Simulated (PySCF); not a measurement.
C6H14O2Si

```yaml
atoms:
  - { symbol: C, position_ang: [-0.4618, 0.4440, 0.5470] }
  - { symbol: C, position_ang: [-0.7544, -0.8386, -0.2348] }
  - { symbol: C, position_ang: [-2.0638, -0.6750, -1.0088] }
  - { symbol: C, position_ang: [-0.8763, -2.0180, 0.7314] }
  - { symbol: C, position_ang: [0.3665, -1.1027, -1.2713] }
  - { symbol: C, position_ang: [1.7380, -1.1427, -0.6632] }
  - { symbol: O, position_ang: [2.2033, -2.0757, -0.0511] }
  - { symbol: O, position_ang: [2.4323, -0.0085, -0.8212] }
  - { symbol: Si, position_ang: [3.9676, 0.0435, -0.0450] }
  - { symbol: H, position_ang: [-1.2957, 0.6758, 1.2276] }
  - { symbol: H, position_ang: [0.4474, 0.3480, 1.1609] }
  - { symbol: H, position_ang: [-0.3227, 1.3038, -0.1267] }
  - { symbol: H, position_ang: [-2.2894, -1.5740, -1.6039] }
  - { symbol: H, position_ang: [-2.0184, 0.1847, -1.6960] }
  - { symbol: H, position_ang: [-2.9048, -0.5102, -0.3172] }
  - { symbol: H, position_ang: [0.0630, -2.1957, 1.2743] }
  - { symbol: H, position_ang: [-1.6723, -1.8269, 1.4682] }
  - { symbol: H, position_ang: [-1.1286, -2.9454, 0.1935] }
  - { symbol: H, position_ang: [0.3452, -0.3172, -2.0399] }
  - { symbol: H, position_ang: [0.1861, -2.0752, -1.7538] }
  - { symbol: H, position_ang: [4.4510, 1.4108, -0.3738] }
  - { symbol: H, position_ang: [4.8831, -0.9802, -0.6122] }
  - { symbol: H, position_ang: [3.8034, -0.1062, 1.4251] }
```

Geometry: PBE0-D3(BJ)/def2-SVP.

Computed with CAM-B3LYP/def2-SVPD, SCF density, gas phase in PySCF.

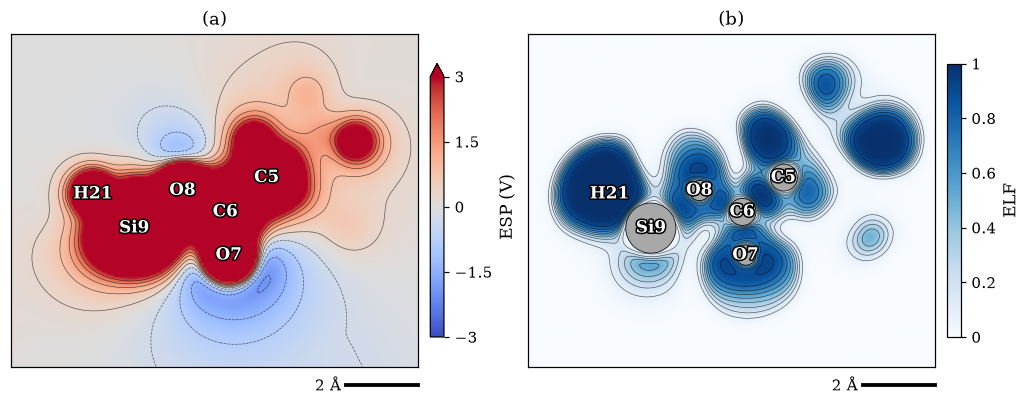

Figure 1. (a) molecular electrostatic potential; (b) ELF on the plane of atoms C5, C6 and O8. Grey discs cover the atomic cores in the ELF map.

### Read the bonding off the picture.

Atoms in the plane: C, O, Si and H. C–O (1.21 Å): the ELF peaks at about 0.85 between the atoms; a short, multiple covalent bond. C–C (1.50 Å): the ELF peaks at about 1 between the atoms, as expected for a covalent bond. Si–O (1.72 Å): the ELF peaks at about 0.90 between the atoms; a shared but strongly polarised pair. C–O (1.34 Å): the ELF peaks at about 0.90 between the atoms (a shared but strongly polarised pair). Si–H (1.49 Å): the ELF climbs to about 1 towards the hydrogen, as it does in any bond to H. The ELF also peaks beside O7 and O8, away from the bonds: lone-pair regions. Outside the dense part of the molecule the potential is most negative (−2.0 V) near O7.

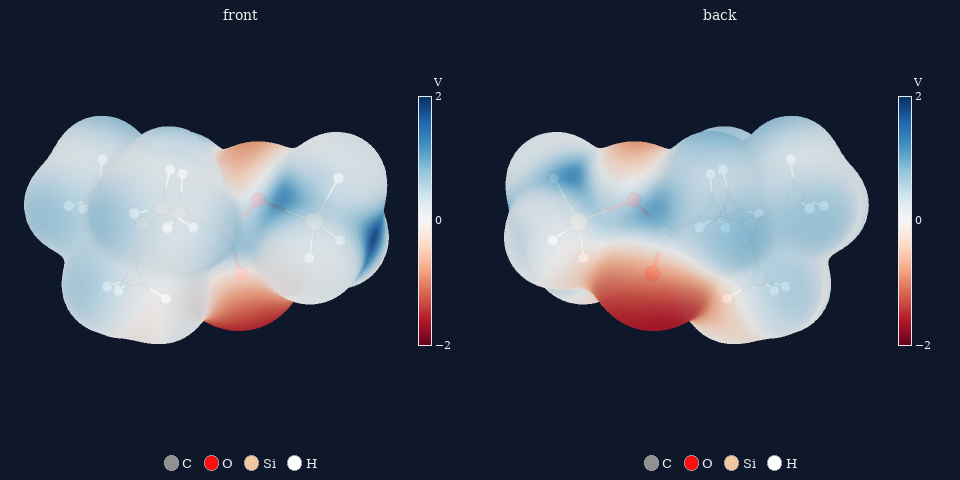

Figure 2. The electrostatic potential painted on the density surface at 0.002 e/bohr³, seen from the front and from behind; red is negative and blue positive.

### Which sites attract a positive test charge, and which a negative one?

A positive charge is drawn to the negative regions and a negative charge to the positive ones. The most negative region (about −1.6 V, or −37 kcal/mol for a unit charge) lies over O7, the most positive (about +1.6 V, or +37 kcal/mol for a unit charge) over Si9. O7 is the likeliest acceptor of a hydrogen bond.

### How polar is the molecule by this calculation?

Its dipole moment is 1.70 D.
